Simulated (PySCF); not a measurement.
Geometry relaxation of SiHBrF

SiHBrF, multiplicity 2, computed with MP2/ANO-RCC-VDZ, UHF, sfX2C (PySCF 2.14.0).

The geometry comes from this level: PBE0-D4/def2-TZVP. Figures and captions count atoms from 1; the log counts them from 0 in places.

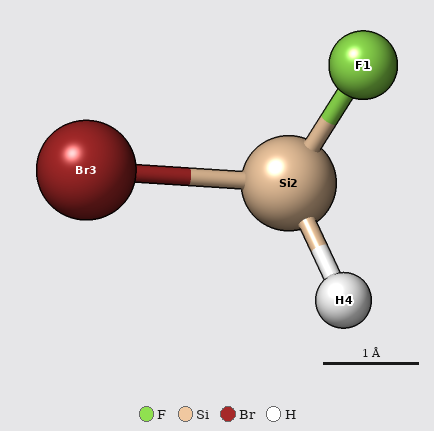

**Figure 1.** The starting structure (ball-and-stick view, seen on its broad side; atoms are numbered from 1 in the order of the input). Bond lengths as drawn: Br–Si 2.21 Å, F–Si 1.60 Å and H–Si 1.49 Å.

Results in brief

- outcome: converged
- total energy: −2994.307478 hartree
- SCF energy: −2994.106845 hartree
- correlation energy: −0.200633 hartree
- basis functions: 46
- ⟨S²⟩: 0.755
- hardware: 1 thread of Arm Neoverse V1, 24 GiB of memory available, shared host
- wall time: 4 min
- peak memory: 0.24 GiB

Input (job.py)
```python
from pyscf import gto, mp
from pyscf.geomopt.geometric_solver import kernel as optimise

mol = gto.M(
    atom='''
F     -2.036180    -0.539328     2.037692
Si    -0.547643    -0.481313    -0.585437
Br     3.500151    -1.216417     0.139273
H     -0.811448     2.122918    -1.629889
''',
    charge=0,
    spin=1,
    basis='ano-rcc-vdz',
    verbose=3,
    max_memory=1860,
    unit='bohr',
)

mf = mol.UHF()
mf = mf.x2c()
mf.conv_tol = 1e-10
mf.kernel()
if not mf.converged:
    mf = mf.newton().run(mf.mo_coeff, mf.mo_occ)
pt = mp.MP2(mf, frozen=15).run()
converged, mol_eq = optimise(pt, maxsteps=60, convergence_set='GAU_TIGHT')
print('converged:', converged)
print(mol_eq.tostring())

mf.reset(mol_eq)
mol = mol_eq
mf.kernel()
if not mf.converged:
    mf = mf.newton().run(mf.mo_coeff, mf.mo_occ)
pt = mp.MP2(mf, frozen=15).run()
e_final = pt.e_tot
print(f'total energy: {e_final:.8f} hartree')
```

Run as:
```bash
OMP_NUM_THREADS=1 python job.py
```

What the program printed
```
WARN: HOMO -0.130080939366087 >= LUMO -0.130080939366087

converged SCF energy = -2994.0989900653  <S^2> = 0.75334471  2S+1 = 2.0033419
E(UMP2) = -2994.29179887643  E_corr = -0.192808811129916
E(SCS-UMP2) = -2994.28663967658  E_corr = -0.187649611278577

#|     Arguments passed to driver run_optimizer():      |#
convergence_set           GAU_TIGHT
customengine              <pyscf.geomopt.geometric_solver.PySCFEngine object>
maxiter                   60
----------------------------------------------------------
Custom engine selected.
Bonds will be generated from interatomic distances less than 1.20 times sum of covalent radii
12 internal coordinates being used (instead of 12 Cartesians)
Internal coordinate system (atoms numbered from 1):
Distance 1-2
Distance 2-3
Distance 2-4
Angle 1-2-3
Angle 1-2-4
Angle 3-2-4
Translation-X 1-4
Translation-Y 1-4
Translation-Z 1-4
Rotation-A 1-4
Rotation-B 1-4
Rotation-C 1-4
<class 'geometric.internal.Distance'> : 3
<class 'geometric.internal.Angle'> : 3
<class 'geometric.internal.TranslationX'> : 1
<class 'geometric.internal.TranslationY'> : 1
<class 'geometric.internal.TranslationZ'> : 1
<class 'geometric.internal.RotationA'> : 1
<class 'geometric.internal.RotationB'> : 1
<class 'geometric.internal.RotationC'> : 1
> ===== Optimization Info: ====
> Job type: Energy minimization
> Maximum number of optimization cycles: 60
> Initial / maximum trust radius (Angstrom): 0.100 / 0.300
> Convergence Criteria:
> Will converge when all 5 criteria are reached:
>  |Delta-E| < 1.00e-06
>  RMS-Grad  < 1.00e-05
>  Max-Grad  < 1.50e-05
>  RMS-Disp  < 4.00e-05
>  Max-Disp  < 6.00e-05
> === End Optimization Info ===

Geometry optimization cycle 1
Cartesian coordinates (Angstrom)
 Atom        New coordinates             dX        dY        dZ
   F  -1.077500  -0.285400   1.078300    0.000000  0.000000  0.000000
  Si  -0.289800  -0.254700  -0.309800    0.000000  0.000000  0.000000
  Br   1.852200  -0.643700   0.073700    0.000000  0.000000  0.000000
   H  -0.429400   1.123400  -0.862500    0.000000  0.000000  0.000000
converged SCF energy = -2994.09899006548  <S^2> = 0.75334467  2S+1 = 2.0033419
E(UMP2_Scanner) = -2994.29179889053  E_corr = -0.192808825050747
E(SCS-UMP2_Scanner) = -2994.28663968976  E_corr = -0.187649624276645
--------------- UMP2_Scanner gradients ---------------
         x                y                z
0 F     0.0435515351     0.0013758840    -0.0768351360
1 Si    -0.0050432138    -0.0071188103     0.0837194180
2 Br    -0.0405591105     0.0083943134    -0.0077656249
3 H     0.0020507892    -0.0026513871     0.0008813429
----------------------------------------------
cycle 1: E = -2994.29179889  dE = -2994.29  norm(grad) = 0.129132
Step    0 : Gradient = 6.457e-02/8.833e-02 (rms/max) Energy = -2994.2917988905
Hessian Eigenvalues: 5.00000e-02 5.00000e-02 5.00000e-02 ... 1.84759e-01 2.50000e-01 5.19360e-01

Geometry optimization cycle 2
Cartesian coordinates (Angstrom)
 Atom        New coordinates             dX        dY        dZ
   F  -1.138442  -0.287512   1.124150   -0.060942 -0.002112  0.045850
  Si  -0.298428  -0.240253  -0.337292   -0.008628  0.014447 -0.027492
  Br   1.953216  -0.680585   0.075926    0.101016 -0.036885  0.002226
   H  -0.460846   1.147949  -0.883084   -0.031446  0.024549 -0.020584
converged SCF energy = -2994.10777135995  <S^2> = 0.75444277  2S+1 = 2.0044378
E(UMP2_Scanner) = -2994.3061181852  E_corr = -0.198346825246127
E(SCS-UMP2_Scanner) = -2994.30096007324  E_corr = -0.193188713283186
--------------- UMP2_Scanner gradients ---------------
         x                y                z
0 F     0.0112983653    -0.0002567311    -0.0218178074
1 Si    -0.0062910223     0.0000178998     0.0248889805
2 Br    -0.0048834962     0.0005252606    -0.0017665523
3 H    -0.0001238469    -0.0002864293    -0.0013046208
----------------------------------------------
cycle 2: E = -2994.30611819  dE = -0.0143193  norm(grad) = 0.0359419
Step    1 : Displace = 7.149e-02/1.076e-01 (rms/max) Trust = 1.000e-01 (=) Grad = 1.797e-02/2.567e-02 (rms/max) E (change) = -2994.3061181852 (-1.432e-02) Quality = 1.154
Hessian Eigenvalues: 5.00000e-02 5.00000e-02 5.00000e-02 ... 1.83952e-01 2.51369e-01 4.19205e-01

Geometry optimization cycle 3
Cartesian coordinates (Angstrom)
 Atom        New coordinates             dX        dY        dZ
   F  -1.142299  -0.276325   1.137158   -0.003857  0.011187  0.013008
  Si  -0.308980  -0.257370  -0.367957   -0.010553 -0.017118 -0.030665
  Br   1.963057  -0.675234   0.079699    0.009841  0.005351  0.003773
   H  -0.456278   1.148528  -0.869201    0.004568  0.000579  0.013884
converged SCF energy = -2994.10741055415  <S^2> = 0.7550212  2S+1 = 2.0050149
E(UMP2_Scanner) = -2994.30731896904  E_corr = -0.199908414891442
E(SCS-UMP2_Scanner) = -2994.30214701474  E_corr = -0.194736460589793
--------------- UMP2_Scanner gradients ---------------
         x                y                z
0 F     0.0037645953     0.0008153011    -0.0067061337
1 Si    -0.0041022067    -0.0015346161     0.0058282371
2 Br    -0.0001638714     0.0006148352    -0.0000486187
3 H     0.0005014828     0.0001044798     0.0009265153
----------------------------------------------
cycle 3: E = -2994.30731897  dE = -0.00120078  norm(grad) = 0.0106999
Step    2 : Displace = 2.240e-02/3.670e-02 (rms/max) Trust = 1.414e-01 (+) Grad = 5.350e-03/7.734e-03 (rms/max) E (change) = -2994.3073189690 (-1.201e-03) Quality = 1.142
Hessian Eigenvalues: 5.00000e-02 5.00000e-02 5.00000e-02 ... 1.90987e-01 2.60473e-01 3.08624e-01

Geometry optimization cycle 4
Cartesian coordinates (Angstrom)
 Atom        New coordinates             dX        dY        dZ
   F  -1.148405  -0.285129   1.147751   -0.006106 -0.008805  0.010592
  Si  -0.303094  -0.246377  -0.367799    0.005887  0.010994  0.000158
  Br   1.969643  -0.683294   0.081634    0.006585 -0.008061  0.001934
   H  -0.462644   1.154400  -0.881885   -0.006366  0.005872 -0.012684
converged SCF energy = -2994.10684093163  <S^2> = 0.75505369  2S+1 = 2.0050473
E(UMP2_Scanner) = -2994.30746824207  E_corr = -0.20062731043805
E(SCS-UMP2_Scanner) = -2994.30228639573  E_corr = -0.195445464096053
--------------- UMP2_Scanner gradients ---------------
         x                y                z
0 F     0.0002515347    -0.0001939868    -0.0006713131
1 Si    -0.0013075920     0.0004377954     0.0008617639
2 Br     0.0010262946    -0.0002546405     0.0000942655
3 H     0.0000297626     0.0000108320    -0.0002847164
----------------------------------------------
cycle 4: E = -2994.30746824  dE = -0.000149273  norm(grad) = 0.00209875
Step    3 : Displace = 1.351e-02/1.555e-02 (rms/max) Trust = 2.000e-01 (+) Grad = 1.049e-03/1.626e-03 (rms/max) E (change) = -2994.3074682421 (-1.493e-04) Quality = 0.973
Hessian Eigenvalues: 5.00000e-02 5.00000e-02 5.00000e-02 ... 1.99411e-01 2.52518e-01 2.93057e-01

Geometry optimization cycle 5
Cartesian coordinates (Angstrom)
 Atom        New coordinates             dX        dY        dZ
   F  -1.147028  -0.283929   1.147689    0.001376  0.001200 -0.000062
  Si  -0.302570  -0.248085  -0.370072    0.000524 -0.001709 -0.002272
  Br   1.967438  -0.682308   0.082149   -0.002205  0.000987  0.000515
   H  -0.462340   1.153922  -0.880066    0.000304 -0.000478  0.001819
converged SCF energy = -2994.10683345769  <S^2> = 0.75505187  2S+1 = 2.0050455
E(UMP2_Scanner) = -2994.30747595931  E_corr = -0.200642501617276
E(SCS-UMP2_Scanner) = -2994.3022902976  E_corr = -0.195456839911822
--------------- UMP2_Scanner gradients ---------------
         x                y                z
0 F     0.0000789448    -0.0000263373    -0.0001744137
1 Si    -0.0006398607     0.0000934864     0.0001367723
2 Br     0.0005129335    -0.0000786781     0.0000765441
3 H     0.0000479824     0.0000115290    -0.0000389027
----------------------------------------------
cycle 5: E = -2994.30747596  dE = -7.71724e-06  norm(grad) = 0.000867936
Step    4 : Displace = 2.314e-03/2.893e-03 (rms/max) Trust = 2.828e-01 (+) Grad = 4.340e-04/6.610e-04 (rms/max) E (change) = -2994.3074759593 (-7.717e-06) Quality = 1.314
Hessian Eigenvalues: 5.00000e-02 5.00000e-02 5.00000e-02 ... 2.02537e-01 2.48446e-01 3.01450e-01

Geometry optimization cycle 6
Cartesian coordinates (Angstrom)
 Atom        New coordinates             dX        dY        dZ
   F  -1.146247  -0.283770   1.147671    0.000781  0.000159 -0.000018
  Si  -0.301574  -0.248296  -0.370701    0.000996 -0.000211 -0.000629
  Br   1.965922  -0.682161   0.082467   -0.001516  0.000146  0.000318
   H  -0.462601   1.153827  -0.879736   -0.000261 -0.000094  0.000329
converged SCF energy = -2994.10683972147  <S^2> = 0.75503316  2S+1 = 2.0050268
E(UMP2_Scanner) = -2994.30747747432  E_corr = -0.200637752857797
E(SCS-UMP2_Scanner) = -2994.30228904391  E_corr = -0.195449322442096
--------------- UMP2_Scanner gradients ---------------
         x                y                z
0 F    -0.0000054213     0.0000099138     0.0000220602
1 Si    -0.0000726601    -0.0000150321    -0.0000517362
2 Br     0.0000624901     0.0000017373     0.0000146030
3 H     0.0000155912     0.0000033810     0.0000150730
----------------------------------------------
cycle 6: E = -2994.30747747  dE = -1.51502e-06  norm(grad) = 0.000115756
Step    5 : Displace = 1.081e-03/1.550e-03 (rms/max) Trust = 3.000e-01 (+) Grad = 5.788e-05/9.045e-05 (rms/max) E (change) = -2994.3074774743 (-1.515e-06) Quality = 1.088
Hessian Eigenvalues: 5.00000e-02 5.00000e-02 5.00000e-02 ... 2.02000e-01 2.57939e-01 3.02910e-01

Geometry optimization cycle 7
Cartesian coordinates (Angstrom)
 Atom        New coordinates             dX        dY        dZ
   F  -1.146182  -0.283849   1.147647    0.000065 -0.000078 -0.000023
  Si  -0.301362  -0.248158  -0.370610    0.000212  0.000139  0.000091
  Br   1.965778  -0.682250   0.082504   -0.000144 -0.000089  0.000037
   H  -0.462734   1.153856  -0.879841   -0.000133  0.000029 -0.000104
converged SCF energy = -2994.10684379574  <S^2> = 0.7550289  2S+1 = 2.0050226
E(UMP2_Scanner) = -2994.30747756407  E_corr = -0.200633768337532
E(SCS-UMP2_Scanner) = -2994.3022888465  E_corr = -0.195445050763344
--------------- UMP2_Scanner gradients ---------------
         x                y                z
0 F    -0.0000033381     0.0000017694     0.0000081028
1 Si    -0.0000021004    -0.0000040968    -0.0000119479
2 Br     0.0000024602     0.0000021281     0.0000008438
3 H     0.0000029784     0.0000001993     0.0000030013
----------------------------------------------
cycle 7: E = -2994.30747756  dE = -8.97489e-08  norm(grad) = 1.65253e-05
Step    6 : Displace = 1.888e-04/2.680e-04 (rms/max) Trust = 3.000e-01 (=) Grad = 8.263e-06/1.280e-05 (rms/max) E (change) = -2994.3074775641 (-8.975e-08) Quality = 2.640
Hessian Eigenvalues: 4.99998e-02 5.00000e-02 5.00000e-02 ... 2.00716e-01 2.35015e-01 2.97743e-01

Geometry optimization cycle 8
Cartesian coordinates (Angstrom)
 Atom        New coordinates             dX        dY        dZ
   F  -1.146177  -0.283862   1.147639    0.000006 -0.000014 -0.000009
  Si  -0.301336  -0.248127  -0.370585    0.000025  0.000031  0.000025
  Br   1.965780  -0.682277   0.082511    0.000001 -0.000027  0.000007
   H  -0.462767   1.153865  -0.879864   -0.000032  0.000009 -0.000023
converged SCF energy = -2994.10684458312  <S^2> = 0.75502823  2S+1 = 2.0050219
E(UMP2_Scanner) = -2994.30747753948  E_corr = -0.200632956358332
E(SCS-UMP2_Scanner) = -2994.30228883295  E_corr = -0.195444249826887
--------------- UMP2_Scanner gradients ---------------
         x                y                z
0 F    -0.0000007285    -0.0000002497     0.0000005206
1 Si     0.0000009186     0.0000000251    -0.0000001066
2 Br    -0.0000005381     0.0000002222    -0.0000003880
3 H     0.0000003480     0.0000000024    -0.0000000260
----------------------------------------------
cycle 8: E = -2994.30747754  dE = 2.4595e-08  norm(grad) = 1.52685e-06
```

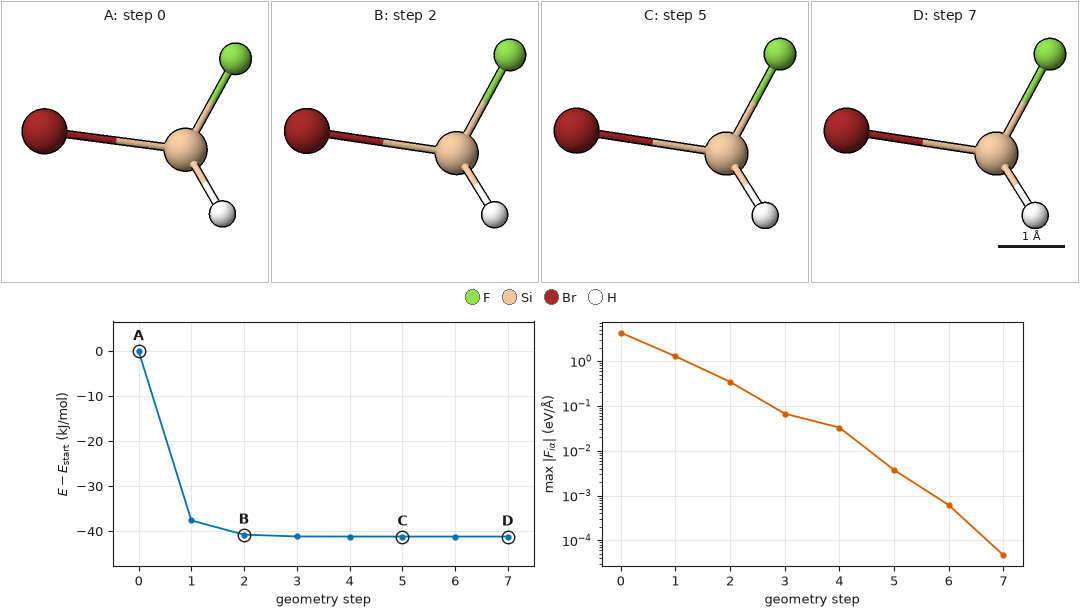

**Figure 2.** Frames of the relaxation (ball-and-stick view, seen at a tilt) above the curves, on which the letters mark them (steps are counted from 0).

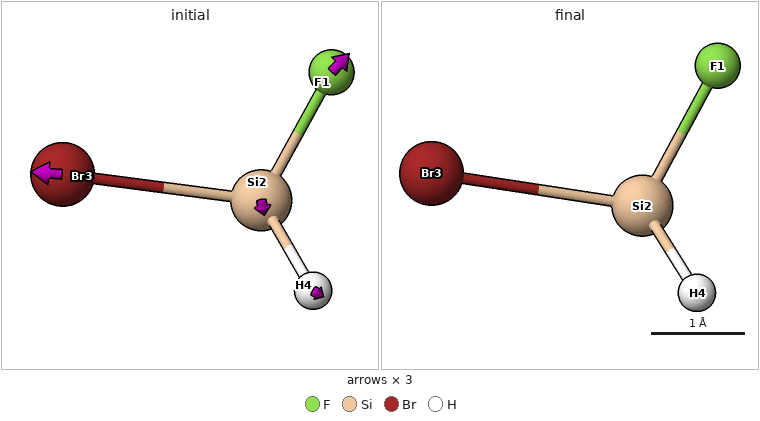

**Figure 3.** Before (left) and after (right) the relaxation, at one scale (ball-and-stick view, seen at a tilt). The pink arrows give the displacements, magnified 3 times. The atom that moves furthest after the best rigid fit is Br3 (0.12 Å). By element the largest moves are Br 0.12 Å, F 0.10 Å, Si 0.06 Å, H 0.05 Å. Among the contacts that change: Si2–Br3 2.211 → 2.352 Å, F1–Si2 1.596 → 1.738 Å, Si2–H4 1.491 → 1.500 Å. Over 7 geometry steps the energy falls by 41.2 kJ/mol. The largest force component goes from 4.3 to under 0.0001 eV/Å. (Atoms are counted from 1 in the order of the input.)

```
Step    7 : Displace = 3.519e-05/4.722e-05 (rms/max) Trust = 3.000e-01 (=) Grad = 7.634e-07/9.296e-07 (rms/max) E (change) = -2994.3074775395 (+2.460e-08) Quality = -32.319
Hessian Eigenvalues: 4.99998e-02 5.00000e-02 5.00000e-02 ... 2.00716e-01 2.35015e-01 2.97743e-01
Converged! =D

converged: True
F          -1.14617659       -0.28386237        1.14763864
Si         -0.30133623       -0.24812650       -0.37058507
Br          1.96577964       -0.68227683        0.08251067
H          -0.46276672        1.15386542       -0.87986401
converged SCF energy = -2994.10684458313  <S^2> = 0.75502791  2S+1 = 2.0050216
E(UMP2) = -2994.30747755619  E_corr = -0.200632973057399
E(SCS-UMP2) = -2994.30228885481  E_corr = -0.195444271675683
total energy: -2994.30747756 hartree
```

Trajectory as extended XYZ (Å, eV, eV/Å), 8 frames, from step=0 to step=7
```
4
Properties=species:S:1:pos:R:3:forces:R:3 step=0 energy=-81478.83067
F    -1.0775   -0.2854    1.0783   -2.2395  -0.0708   3.9510
Si   -0.2898   -0.2547   -0.3098    0.2593   0.3661  -4.3050
Br    1.8522   -0.6437    0.0737    2.0856  -0.4317   0.3993
H    -0.4294    1.1234   -0.8625   -0.1055   0.1363  -0.0453
4
Properties=species:S:1:pos:R:3:forces:R:3 step=1 energy=-81479.22032
F    -1.1384   -0.2875    1.1241   -0.5810   0.0132   1.1219
Si   -0.2984   -0.2403   -0.3373    0.3235  -0.0009  -1.2798
Br    1.9532   -0.6806    0.0759    0.2511  -0.0270   0.0908
H    -0.4608    1.1479   -0.8831    0.0064   0.0147   0.0671
4
Properties=species:S:1:pos:R:3:forces:R:3 step=2 energy=-81479.25300
F    -1.1423   -0.2763    1.1372   -0.1936  -0.0419   0.3448
Si   -0.3090   -0.2574   -0.3680    0.2109   0.0789  -0.2997
Br    1.9631   -0.6752    0.0797    0.0084  -0.0316   0.0025
H    -0.4563    1.1485   -0.8692   -0.0258  -0.0054  -0.0476
4
Properties=species:S:1:pos:R:3:forces:R:3 step=3 energy=-81479.25706
F    -1.1484   -0.2851    1.1478   -0.0129   0.0100   0.0345
Si   -0.3031   -0.2464   -0.3678    0.0672  -0.0225  -0.0443
Br    1.9696   -0.6833    0.0816   -0.0528   0.0131  -0.0048
H    -0.4626    1.1544   -0.8819   -0.0015  -0.0006   0.0146
4
Properties=species:S:1:pos:R:3:forces:R:3 step=4 energy=-81479.25727
F    -1.1470   -0.2839    1.1477   -0.0041   0.0014   0.0090
Si   -0.3026   -0.2481   -0.3701    0.0329  -0.0048  -0.0070
Br    1.9674   -0.6823    0.0821   -0.0264   0.0040  -0.0039
H    -0.4623    1.1539   -0.8801   -0.0025  -0.0006   0.0020
4
Properties=species:S:1:pos:R:3:forces:R:3 step=5 energy=-81479.25731
F    -1.1462   -0.2838    1.1477    0.0003  -0.0005  -0.0011
Si   -0.3016   -0.2483   -0.3707    0.0037   0.0008   0.0027
Br    1.9659   -0.6822    0.0825   -0.0032  -0.0001  -0.0008
H    -0.4626    1.1538   -0.8797   -0.0008  -0.0002  -0.0008
4
Properties=species:S:1:pos:R:3:forces:R:3 step=6 energy=-81479.25731
F    -1.1462   -0.2838    1.1476    0.0002  -0.0001  -0.0004
Si   -0.3014   -0.2482   -0.3706    0.0001   0.0002   0.0006
Br    1.9658   -0.6823    0.0825   -0.0001  -0.0001   0.0000
H    -0.4627    1.1539   -0.8798   -0.0002   0.0000  -0.0002
4
Properties=species:S:1:pos:R:3:forces:R:3 step=7 energy=-81479.25731
F    -1.1462   -0.2839    1.1476    0.0000   0.0000   0.0000
Si   -0.3013   -0.2481   -0.3706    0.0000   0.0000   0.0000
Br    1.9658   -0.6823    0.0825    0.0000   0.0000   0.0000
H    -0.4628    1.1539   -0.8799    0.0000   0.0000   0.0000
```
